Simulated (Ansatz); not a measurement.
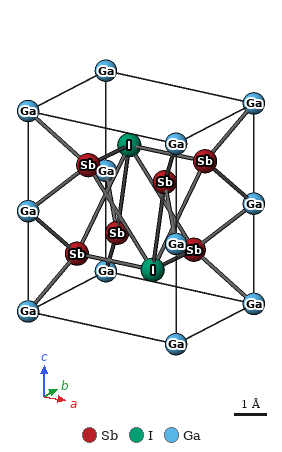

This is the input geometry for a relaxation of solid GaSb3I (a generated structure, set up in P6_3/mmc). The picture is a ball-and-stick view of the cell of the calculation, reduced to other axes, seen slightly off an axis. Lengths and directions refer to the drawn axes.

The start is a swapped structure.

These are results of Ansatz, DFT, PAW plane waves, r2SCAN, not measurements.

The input:
```yaml
crystal:
  lattice:
    - [3.627084, 6.282292, 0.0]
    - [-3.627084, 6.282292, 0.0]
    - [0.0, 0.0, 6.455531]
  atoms:
    - { symbol: Sb, position: [0.16078, 0.16078, 0.25] }
    - { symbol: Sb, position: [0.83922, 0.32156, 0.75] }
    - { symbol: Sb, position: [0.67844, 0.16078, 0.25] }
    - { symbol: Sb, position: [0.83922, 0.83922, 0.75] }
    - { symbol: Sb, position: [0.16078, 0.67844, 0.25] }
    - { symbol: Sb, position: [0.32156, 0.83922, 0.75] }
    - { symbol: I, position: [0.66667, 0.66666, 0.25] }
    - { symbol: I, position: [0.33333, 0.33334, 0.75] }
    - { symbol: Ga, position: [0.0, 0.0, 0.0] }
    - { symbol: Ga, position: [0.0, 0.0, 0.5] }
  symmetry: { tolerance: 0.0003 }
kpoints:
  mp_grid: { grid: [6, 6, 5], shift: [0, 0, 0] }
magnetization:
  spin_polarized: false
scf:
  occupations: { method: fermi_dirac, width: 0.1381 }
  lower_state_search: "off"
hamiltonian:
  pseudopotentials: { kind: paw }
  xc: r2scan
basis:
  ecutwfc: 500
  fft_grid_basis: typed
relax:
  max_steps: 60
  cell: { p_target: 0.0 }
  f_tol: 0.03
output:
  forces: true
  stress: true
  eigenvalues: true
  bader: true
  populations: true
  elf: true
  write_potential: true
  volumetric_format: npy
  dos:
    e_range: [-12, 8]
    de: 0.05
    projected: { site_lists: { Ga: [Ga], I: [I], Sb: [Sb] } }
checkpoint:
  read: saved_state
```

Run as
```bash
ansatz run input.yaml --threads 2 --pin off --max-ram 3584MiB --backend cpu --events-out ev --progress --plain --runs-dir out
```

> What does the optimiser find from here?

Over 7 accepted moves (9 points after the start) the energy falls by 3.024 eV per cell of the calculation. The largest force component goes from 1.5 to 0.0019 eV/Å. The pressure goes from 5.89 to 0.01 GPa. At 2 points the geometry stayed and the basis and grid were re-selected for the new cell (energy shift of 8.1 meV per cell of the calculation at most each time). The largest moves relative to the cell, 0.26 Å, are those of Sb1, Sb2, Sb3, Sb4, Sb5 and Sb6. Sb5 goes along [1 −1 0]. Ga and I stay in place. Cell: a = b 7.254 → 6.708 Å (−7.5 %), c 6.456 → 7.790 Å (+20.7 %). Volume +3.2 %. Among the contacts that change: Sb1–Sb3 3.755 → 3.026 Å, Sb1–I8 3.888 → 4.269 Å, Sb1–Ga10 2.586 → 2.883 Å, Sb1–I7 3.628 → 3.359 Å. Bond angles that change, for instance: Ga9–Sb5–Ga10 77.2° → 85.0°, Sb1–Ga9–Sb2 94.8° → 100.6°, Sb1–Ga9–Sb3 85.2° → 79.4°. The space group stays P6_3/mmc (No. 194).

The structure at the end:

```
CELL_PARAMETERS angstrom
3.35405 5.80938 0.00000
-3.35405 5.80938 0.00000
0.00000 0.00000 7.78996
ATOMIC_POSITIONS crystal
Sb 0.18298 0.18298 0.25000
Sb 0.81702 0.36597 0.75000
Sb 0.63403 0.18298 0.25000
Sb 0.81702 0.81702 0.75000
Sb 0.18298 0.63403 0.25000
Sb 0.36597 0.81702 0.75000
I 0.66667 0.66667 0.25000
I 0.33333 0.33333 0.75000
Ga 0.00000 0.00000 0.00000
Ga 0.00000 0.00000 0.50000
```

The end point in the same view:

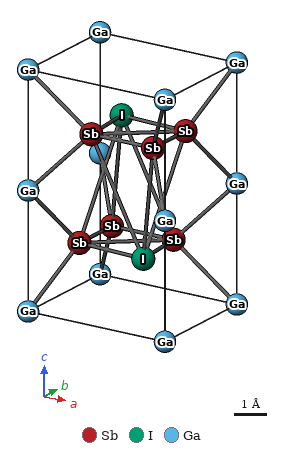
